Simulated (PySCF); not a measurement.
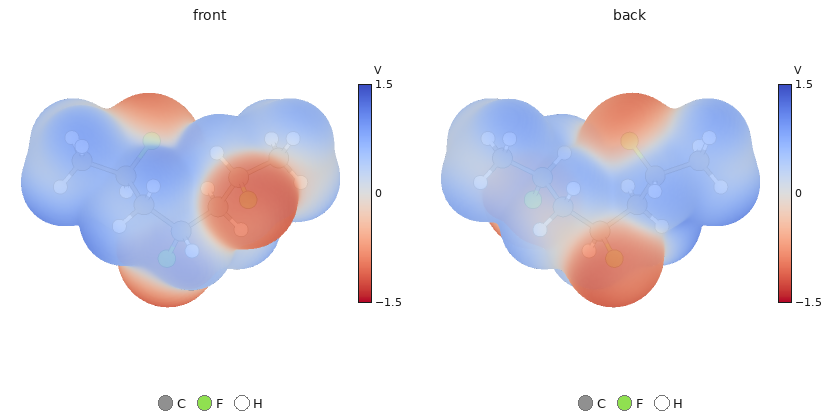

Figure 1: C7H13F3. The molecular electrostatic potential painted on the density surface at 0.002 e/bohr³, seen from the front and from behind; red is negative and blue positive.

Geometry: GFN2-xTB.

All numbers below come from PBE0/pcSseg-1, SCF density, gas phase, non-relativistic (PySCF).

```xyz
23

C     3.1642    0.8219    0.1058
C     1.8295    0.1297    0.3314
F     1.0574    0.9407    1.1554
C     1.0769   -0.1177   -0.9750
C    -0.0325   -1.1642   -0.8679
F     0.5617   -2.3890   -0.5965
C    -1.0883   -0.9118    0.2075
C    -1.8840    0.3674   -0.0306
C    -3.0504    0.5062    0.9335
F    -2.3788    0.3530   -1.3289
H     3.6115    1.0789    1.0629
H     3.0197    1.7348   -0.4672
H     3.8374    0.1624   -0.4333
H     1.9659   -0.8087    0.8832
H     1.7940   -0.4734   -1.7166
H     0.6520    0.8203   -1.3327
H    -0.5175   -1.2814   -1.8455
H    -0.6152   -0.8496    1.1869
H    -1.7690   -1.7663    0.2088
H    -1.2345    1.2483    0.0265
H    -2.6760    0.5778    1.9499
H    -3.6190    1.4029    0.7003
H    -3.7096   -0.3549    0.8522
```

> Describe the electrostatic potential map.

The most negative region (about −1.1 V) lies over F6 and F10, the most positive (about +0.9 V) over H13 and H15.
